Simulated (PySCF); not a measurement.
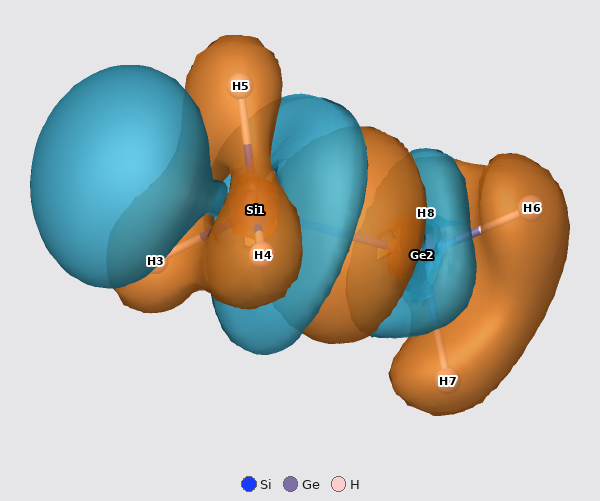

Figure 1: GeH6Si, SMILES `[SiH3][GeH3]`. Unrelaxed difference density of S₃ less the ground state (TDA singlet states), ±0.008 e/Å³; light blue: gain, orange: loss.

Level of theory: B3LYP/def2-TZVP (PySCF), at a geometry from GFN2-xTB. No frequency check shows the geometry to be a minimum. GFN2-xTB bond lengths at metals and heavier atoms can be off by up to 0.1 Å and shapes distorted, which carries into these values. Without diffuse functions Rydberg states are missing, so the states' numbers hold for this basis only.

The calculation's input:

```python
import numpy as np
from pyscf import gto, scf, dft, tdscf
from pyscf.scf import atom_ks, atom_hf
from scipy.linalg import block_diag

def solve(mol, dm0=None, hcore=None):
    mf = (dft.UKS if mol.spin else dft.RKS)(mol, xc='b3lyp')
    mf.grids.level = 3
    mf = mf.density_fit(auxbasis='def2-universal-jkfit')
    mf.conv_tol, mf.max_cycle = 1e-8, 80
    if hcore is not None:
        mf.get_hcore = lambda *args: hcore
    mf.kernel(dm0)
    if not mf.converged:
        mf = mf.newton().run(mf.mo_coeff, mf.mo_occ, max_cycle=30)
    assert mf.converged, 'SCF not converged'
    return mf

mol = gto.M(atom='''
Si    -1.57623    -0.00001     0.00000
Ge     0.75396     0.00000     0.00000
H     -2.08627     0.42954     1.30235
H     -2.08627     0.91317    -1.02311
H     -2.08628    -1.34256    -0.27922
H      1.39973    -0.42189    -1.28757
H      1.39974     1.32606     0.27837
H      1.39973    -0.90407     1.00917
''', basis='def2-tzvp', charge=0, spin=0, verbose=4)
mf = solve(mol)
td = mf.TDA()
td.nstates, td.singlet, td.conv_tol = 5, True, 1e-5
td.kernel()
td.analyze()
x, y = np.array([p[0] for p in td.xy]), np.array([p[1] + 0 * p[0] for p in td.xy])
f, mu = td.oscillator_strength(), td.transition_dipole()
nto = [td.get_nto(state=i + 1, verbose=4) for i in range(len(td.e))]
# spherically averaged free atoms, for the promolecule
atm = atom_ks.get_atm_nrks(mol, xc='b3lyp')
pro = block_diag(*[(atm[a[0]][2] * atm[a[0]][3]) @ atm[a[0]][2].T for a in mol._atom])
np.savez('result.npz', e=td.e, f=f, ok=td.converged, w=[n[0] for n in nto], nto=[n[1] for n in nto], x=x, y=y, c=mf.mo_coeff, occ=mf.mo_occ, eps=mf.mo_energy, pro=pro, mu=mu)
```

Run with:

```sh
OMP_NUM_THREADS=1 python input.py
```

The run took 58 s on 1 thread of AMD EPYC 9R45 96-Core Processor (Zen 5) (shared host), peak memory 0.64 GiB.

How does the charge move on excitation?

0.56 e is displaced in all, mostly between regions of the same atoms. The state: 8.00 eV (155 nm), f = 0.322 (bright), partly diffuse acceptor orbital, which a basis without diffuse functions describes poorly; the leading pair carries 84 %; hole on Ge2 (36 %), Si1 (32 %) and H6, H7 and H8 (6 % each), electron on Si1 (34 %), Ge2 (26 %) and H6, H7 and H8 (7 % each) (atom shares of so diffuse an orbital are rough) (shares are of the whole state, not of the leading pair alone); their centroids lie 0.3 Å apart.
